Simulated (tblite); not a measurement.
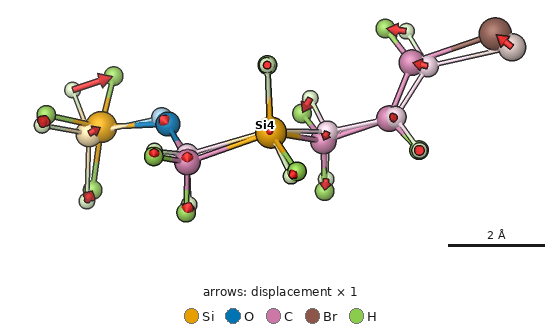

This is a relaxation of C$_{4}$H$_{11}$BrOSi$_{2}$. The starting structure is drawn faded, the final one solid; red arrows show the displacements, at their true length. The two geometries are superimposed by the best rigid fit.

Style: ball-and-stick. Shown from a free direction.

Method: GFN2-xTB geometry optimisation, gas phase in tblite 0.8.0. 

Question: Which element moves most?

Answer: Hydrogen: up to 0.91 Å, against 0.45 Å for bromine.

Question: What happened in the run?

Answer: The atom that moves furthest after the best rigid fit is an H atom (0.91 Å). Largest moves by element: H 0.91 Å, Br 0.45 Å, C 0.35 Å, Si 0.30 Å, O 0.29 Å. Some distances before and after: C–Si 1.867 → 1.917 Å, Br–C 1.861 → 1.895 Å, C–O 1.445 → 1.411 Å, H–Si 1.498 → 1.464 Å. Among the angles between lasting bonds that change: O–Si–H 109.8° → 98.8°, O–C–Si 115.4° → 105.5°, Si–O–C 119.1° → 128.4°. The energy falls by 0.284 eV in 116 geometry steps.
